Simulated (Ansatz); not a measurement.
H₄SSi···H₂O

Input

```
crystal:
  periodic: [false, false, false]
  atoms:
    - { symbol: Si, position_ang: [-1.134701, -0.017371, -0.201078] }
    - { symbol: O, position_ang: [1.559824, -0.366446, 1.232016] }
    - { symbol: H, position_ang: [-0.867679, -1.462619, 0.012621] }
    - { symbol: H, position_ang: [-2.522866, 0.138636, -0.730932] }
    - { symbol: H, position_ang: [-1.044619, 0.78693, 1.049944] }
    - { symbol: H, position_ang: [1.772517, 0.208372, 0.480041] }
    - { symbol: S, position_ang: [0.267142, 0.820301, -1.623358] }
    - { symbol: H, position_ang: [1.37092, 0.270456, 1.935589] }
    - { symbol: H, position_ang: [0.599462, -0.378259, -2.154744] }
basis:
  gaussian: { orbitals: def2-SVP }
hamiltonian:
  xc: r2scan
relax:
  f_tol: 0.03
  max_steps: 50
output:
  orbitals: {}
```

Command:

```sh
ansatz run input.yaml --threads 2 --pin off --max-ram 3072MiB --backend cpu --events-out ev --progress --plain --runs-dir out
```

The fields are those of the relaxed geometry.

These are results of RKS r2SCAN/def2-SVP (Ansatz 0.2.0), not measurements.

What will maps of the electron density and electron localisation function show?

Si–S (2.17 Å): ρ at the midpoint is about 0.76 e/Å³, with its minimum of 0.59 e/Å³ about 0.8 Å from Si; the ELF peaks at about 0.90 between the atoms (a covalent bond).
Si–H (1.49 Å): the density is about 0.76 e/Å³ at the midpoint; the ELF climbs to about 1 towards the hydrogen, as it does in any bond to H.

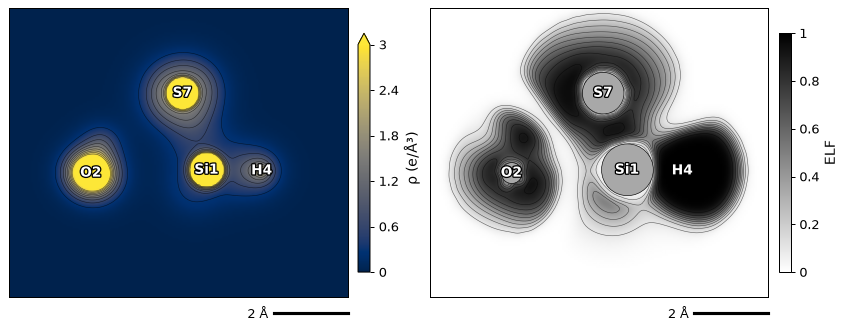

Computed electron density and electron localisation function on the plane of atoms H4, Si1 and S7, in this order. Grey discs cover the atomic cores in the ELF map. 
